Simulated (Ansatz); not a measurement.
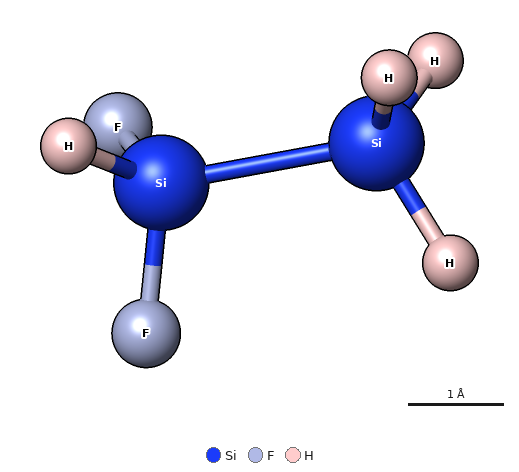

Fig. 1: The starting structure (ball-and-stick view, seen at a tilt).

## Geometry relaxation, with input and output: Si$_{2}$H$_{4}$F$_{2}$

- system: Si$_{2}$H$_{4}$F$_{2}$
- method: RKS PBE0-D4/def2-TZVP (Ansatz 0.2.0)

**Log**
```
Functional definition: PBE0
  name "PBE0"
  cite "Adamo & Barone, J. Chem. Phys. 110, 6158 (1999) doi:10.1063/1.478522"
  cite "Perdew, Burke & Ernzerhof, Phys. Rev. Lett. 77, 3865 (1996) doi:10.1103/PhysRevLett.77.3865"
  parent pbe
  parameter a = 0.25
  parameter kappa = 0.804
  parameter beta = 0.06672455060314922
  exchange = (1 - a)*pbe_x(kappa = kappa, mu = beta*pi^2/3) + a*exact_x
  correlation = pbe_c(beta = beta)
1024 factors; their error is unknown
mean field evaluation 1: about -21245.8633 eV, gradient 4.2e1 eV
mean field evaluation 2: about -21242.5710 eV, gradient 6.6e1 eV
mean field evaluation 4: about -21248.3568 eV, gradient 8.5e-1 eV
mean field evaluation 8: about -21248.4472 eV, gradient 1.5e-1 eV
mean field evaluation 16: about -21248.4472 eV, gradient 1.0e-5 eV
mean field -21248.44723267 eV, -780.8660330857 hartree, gradient 1.0e-5 eV, S^2 0.000000; 0 other end points of the search recorded, 0 dependent functions left out
the calculation of the forces begins
reference -21248.44726425 eV, -780.8660342463 hartree; 25, 25 occupied and 135, 135 virtual orbitals, 1024 factors
relax step   1: F+E_penalty+E_count = -21248.57430239 eV  Δ(F+E_penalty+E_count) = +0.000e0 eV  max|allowed force component| = 5.998e-1 eV/Å  Δτ_max = 0.0000 Å  (25 SCF iters, accepted)
these checks for a lower state are left out or cut short: starts, cluster_reference, orbital_swaps, neighbouring_geometries, increment
1024 factors; their error is unknown
mean field -21248.46082636 eV, -780.8665326448 hartree, gradient 2.6e-5 eV, S^2 0.000000; 0 other end points of the search recorded, 0 dependent functions left out
the calculation of the forces begins
reference -21248.46085773 eV, -780.8665337977 hartree; 25, 25 occupied and 135, 135 virtual orbitals, 1024 factors
relax step   2: F+E_penalty+E_count = -21248.58808708 eV  Δ(F+E_penalty+E_count) = -1.378e-2 eV  max|allowed force component| = 4.001e-1 eV/Å  Δτ_max = 0.1008 Å  (28 SCF iters, accepted)
these checks for a lower state are left out or cut short: starts, cluster_reference, orbital_swaps, neighbouring_geometries, increment
1024 factors; their error is unknown
mean field -21248.47586274 eV, -780.8670852216 hartree, gradient 1.0e-5 eV, S^2 0.000000; 0 other end points of the search recorded, 0 dependent functions left out
the calculation of the forces begins
reference -21248.47589428 eV, -780.8670863807 hartree; 25, 25 occupied and 135, 135 virtual orbitals, 1024 factors
relax step   3: F+E_penalty+E_count = -21248.60336871 eV  Δ(F+E_penalty+E_count) = -1.528e-2 eV  max|allowed force component| = 4.409e-1 eV/Å  Δτ_max = 0.0711 Å  (27 SCF iters, accepted)
these checks for a lower state are left out or cut short: starts, cluster_reference, orbital_swaps, neighbouring_geometries, increment
1024 factors; their error is unknown
mean field evaluation 32: about -21248.3940 eV, gradient 4.8e-3 eV
mean field -21248.48362950 eV, -780.8673706447 hartree, gradient 8.4e-6 eV, S^2 0.000000; 0 other end points of the search recorded, 0 dependent functions left out
the calculation of the forces begins
reference -21248.48366104 eV, -780.8673718036 hartree; 25, 25 occupied and 135, 135 virtual orbitals, 1024 factors
relax step   4: F+E_penalty+E_count = -21248.61106671 eV  Δ(F+E_penalty+E_count) = -7.698e-3 eV  max|allowed force component| = 3.106e-2 eV/Å  Δτ_max = 0.0170 Å  (28 SCF iters, accepted)
these checks for a lower state are left out or cut short: starts, cluster_reference, orbital_swaps, neighbouring_geometries, increment
1024 factors; their error is unknown
mean field -21248.48304804 eV, -780.8673492764 hartree, gradient 2.2e-5 eV, S^2 0.000000; 0 other end points of the search recorded, 0 dependent functions left out
the calculation of the forces begins
reference -21248.48307953 eV, -780.8673504336 hartree; 25, 25 occupied and 135, 135 virtual orbitals, 1024 factors
relax step   5: F+E_penalty+E_count = -21248.61047086 eV  Δ(F+E_penalty+E_count) = +5.958e-4 eV  max|allowed force component| = 1.277e-1 eV/Å  Δτ_max = 0.0095 Å  (26 SCF iters, rejected (line search))
these checks for a lower state are left out or cut short: starts, cluster_reference, orbital_swaps, neighbouring_geometries, increment
1024 factors; their error is unknown
mean field -21248.48375258 eV, -780.8673751678 hartree, gradient 2.5e-5 eV, S^2 0.000000; 0 other end points of the search recorded, 0 dependent functions left out
the calculation of the forces begins
reference -21248.48378412 eV, -780.8673763267 hartree; 25, 25 occupied and 135, 135 virtual orbitals, 1024 factors
relax step   6: F+E_penalty+E_count = -21248.61119214 eV  Δ(F+E_penalty+E_count) = -1.254e-4 eV  max|allowed force component| = 2.094e-3 eV/Å  Δτ_max = 0.0047 Å  (27 SCF iters, accepted)
1024 factors; their error is unknown
mean field evaluation 64: about -21248.4838 eV, gradient 1.5e-3 eV
```

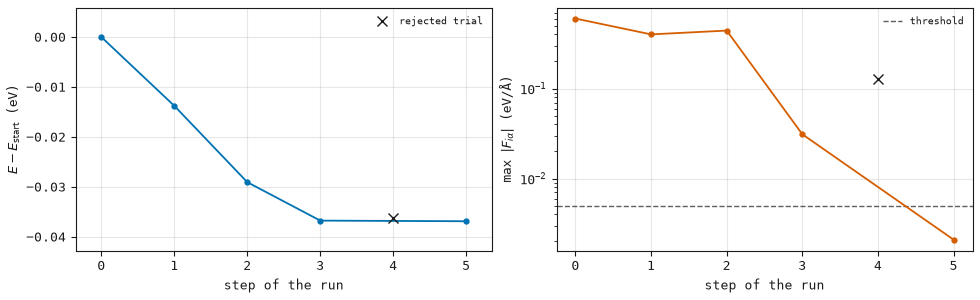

Fig. 2: Progress of the relaxation, step by step (the first geometry is step 0 here and step 1 in the log).

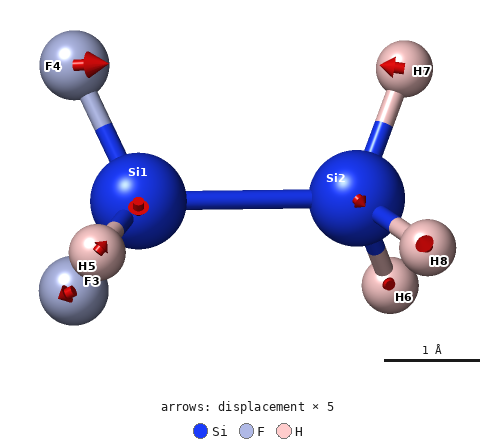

Fig. 3: The starting structure with the displacements as red arrows, magnified 5 times (ball-and-stick view, seen at a tilt). The two geometries are laid on each other by the best rigid fit. The largest move after the best rigid fit is that of F4, 0.078 Å. Largest moves by element: F 0.078 Å, H 0.054 Å, Si 0.049 Å. Among the contacts that change: Si2–H8 1.500 → 1.487 Å, Si1–Si2 2.342 → 2.351 Å, Si1–F3 1.601 → 1.593 Å, Si1–H5 1.477 → 1.482 Å. Among the angles that change: H6–Si2–H8 105.4° → 109.3°, F3–Si1–F4 104.1° → 106.9°, Si2–Si1–F3 106.9° → 109.6°. The energy falls by 0.037 eV in 5 geometry steps. Largest force component: 0.6 eV/Å at the start, 0.0021 eV/Å at the end. The line search rejected the trial step at point 4 (counted from 0) and went back. (Atoms are counted from 1 in the order of the input.)

```
mean field -21248.48375258 eV, -780.8673751678 hartree, gradient 2.4e-5 eV, S^2 0.000000; 1 other end points of the search recorded, 0 dependent functions left out
the calculation of the forces begins
reference -21248.48378412 eV, -780.8673763267 hartree; 25, 25 occupied and 135, 135 virtual orbitals, 1024 factors
Total energy: -21248.61122368 eV, -780.8720596443 hartree
Atom 0 at    -1.396688    -0.173805    -0.726320 Å, force     0.002094    -0.000437    -0.001193 eV/Å
Atom 1 at     0.822436    -0.883346    -1.044313 Å, force    -0.000294    -0.000031    -0.001610 eV/Å
Atom 2 at    -2.381813    -1.110972    -1.556471 Å, force    -0.001470    -0.000676     0.000925 eV/Å
Atom 3 at    -1.572434     1.303968    -1.294855 Å, force    -0.000450     0.001076     0.001718 eV/Å
Atom 4 at    -1.879355    -0.163758     0.674474 Å, force    -0.000404     0.000094    -0.001373 eV/Å
Atom 5 at     0.844086    -2.091112    -1.908783 Å, force     0.000301    -0.000714     0.000423 eV/Å
Atom 6 at     1.611461     0.203900    -1.678224 Å, force     0.000409    -0.000055     0.000635 eV/Å
Atom 7 at     1.416673    -1.215154     0.277713 Å, force    -0.000185     0.000743     0.000475 eV/Å
Dipole moment:     0.263617    -0.109625     0.196865 e Å
```

**Trajectory as extended XYZ (Å, eV, eV/Å), 6 frames, from step=1 to step=6**
```
8
Properties=species:S:1:pos:R:3:forces:R:3 step=1 energy=-21248.57430
Si   -1.3866   -0.1347   -0.6991   -0.5099  -0.1486  -0.5998
Si    0.8094   -0.8648   -1.0606    0.4447  -0.2226   0.3460
F    -2.3443   -1.1009   -1.5440    0.1107   0.0069   0.1274
F    -1.6451    1.3138   -1.3232    0.1910  -0.0950   0.2762
H    -1.9062   -0.1803    0.6832    0.0948   0.1497   0.0971
H     0.8515   -2.0980   -1.8907   -0.1594   0.0891  -0.0867
H     1.6600    0.1821   -1.6741   -0.0380   0.0846  -0.0610
H     1.4257   -1.2474    0.2518   -0.1339   0.1358  -0.0991
8
Properties=species:S:1:pos:R:3:forces:R:3 step=2 energy=-21248.58809
Si   -1.3935   -0.1979   -0.7408   -0.3247   0.2002  -0.1525
Si    0.8415   -0.8655   -1.0309   -0.1149  -0.1794  -0.0833
F    -2.4425   -1.0898   -1.5636    0.4001   0.0896   0.1896
F    -1.5633    1.2856   -1.3136    0.0293  -0.1262   0.1123
H    -1.8474   -0.1996    0.6700   -0.0446   0.0145  -0.0120
H     0.7971   -2.0736   -1.9003    0.1568   0.0110   0.0529
H     1.6404    0.2079   -1.6771   -0.0408  -0.0131   0.0094
H     1.4320   -1.1974    0.2995   -0.0612   0.0033  -0.1164
8
Properties=species:S:1:pos:R:3:forces:R:3 step=3 energy=-21248.60337
Si   -1.4017   -0.1723   -0.7316    0.4389  -0.1858   0.3797
Si    0.8260   -0.8828   -1.0444   -0.0873   0.0210   0.0120
F    -2.3779   -1.1120   -1.5438   -0.2892  -0.2570  -0.2843
F    -1.5706    1.2962   -1.2881   -0.0685   0.4409  -0.2160
H    -1.8865   -0.1581    0.6623   -0.0133  -0.0095   0.1193
H     0.8397   -2.0888   -1.9122    0.0209   0.0013   0.0032
H     1.6156    0.2058   -1.6767    0.0022  -0.0120   0.0021
H     1.4198   -1.2183    0.2777   -0.0037   0.0011  -0.0160
8
Properties=species:S:1:pos:R:3:forces:R:3 step=4 energy=-21248.61107
Si   -1.3966   -0.1735   -0.7246    0.0030  -0.0012  -0.0311
Si    0.8228   -0.8833   -1.0440   -0.0067   0.0024  -0.0070
F    -2.3816   -1.1086   -1.5568   -0.0056  -0.0207   0.0091
F    -1.5756    1.3019   -1.2977    0.0092   0.0173   0.0149
H    -1.8784   -0.1634    0.6763   -0.0028   0.0022   0.0012
H     0.8452   -2.0900   -1.9099   -0.0037  -0.0032   0.0020
H     1.6128    0.2030   -1.6779    0.0002   0.0044   0.0035
H     1.4157   -1.2164    0.2778    0.0063  -0.0012   0.0075
8
Properties=species:S:1:pos:R:3:forces:R:3 step=5 energy=-21248.61047 accepted=F
Si   -1.3969   -0.1745   -0.7340   -0.0108  -0.0003   0.1277
Si    0.8225   -0.8828   -1.0410    0.0185  -0.0117  -0.0079
F    -2.3876   -1.1110   -1.5570    0.0081   0.0014  -0.0260
F    -1.5732    1.3055   -1.2945   -0.0020   0.0065  -0.0287
H    -1.8724   -0.1665    0.6709   -0.0043   0.0011  -0.0262
H     0.8386   -2.0902   -1.9053    0.0167  -0.0082  -0.0088
H     1.6092    0.2056   -1.6753    0.0085  -0.0020  -0.0073
H     1.4240   -1.2164    0.2793   -0.0346   0.0130  -0.0228
8
Properties=species:S:1:pos:R:3:forces:R:3 step=6 energy=-21248.61119
Si   -1.3967   -0.1738   -0.7263    0.0021  -0.0004  -0.0012
Si    0.8224   -0.8833   -1.0443   -0.0003   0.0000  -0.0016
F    -2.3818   -1.1110   -1.5565   -0.0015  -0.0007   0.0009
F    -1.5724    1.3040   -1.2949   -0.0004   0.0011   0.0017
H    -1.8794   -0.1638    0.6745   -0.0004   0.0001  -0.0014
H     0.8441   -2.0911   -1.9088    0.0003  -0.0007   0.0004
H     1.6115    0.2039   -1.6782    0.0004  -0.0001   0.0006
H     1.4167   -1.2152    0.2777   -0.0002   0.0007   0.0005
```

The run was set up as follows.

**The input**
```yaml
crystal:
  periodic: [false, false, false]
  atoms:
    - {symbol: Si, position_ang: [-1.386632, -0.134687, -0.699122]}
    - {symbol: Si, position_ang: [0.809379, -0.864799, -1.060637]}
    - {symbol: F, position_ang: [-2.344263, -1.100918, -1.544000]}
    - {symbol: F, position_ang: [-1.645062, 1.313789, -1.323232]}
    - {symbol: H, position_ang: [-1.906156, -0.180312, 0.683232]}
    - {symbol: H, position_ang: [0.851470, -2.098024, -1.890710]}
    - {symbol: H, position_ang: [1.659980, 0.182109, -1.674134]}
    - {symbol: H, position_ang: [1.425650, -1.247437, 0.251823]}
basis:
  gaussian: {orbitals: def2-TZVP}
hamiltonian: {xc: pbe0, dispersion: d4}
relax: {f_tol: 0.005, max_steps: 200}
```

Launched with:
```bash
ansatz run in.yaml --threads 4 --pin off --events-out ev --progress --plain --max-ram 46080MiB --backend cuda --devices 0, --max-vram 37GiB
```

**Results in brief**

- outcome: converged
- total energy: −21248.6112 eV
- mean-field energy: −21248.4838 eV
- dispersion energy: −0.1274 eV
- SCF solution under orbital rotations: stable
- largest force (length of the vector) at the end: 0.002 eV/Å
- dipole moment: 1.67 D
- hardware: 4 CPU threads, shared host
- wall time: 8.5 s (CPU time 11 s)
- peak memory: 0.85 GiB
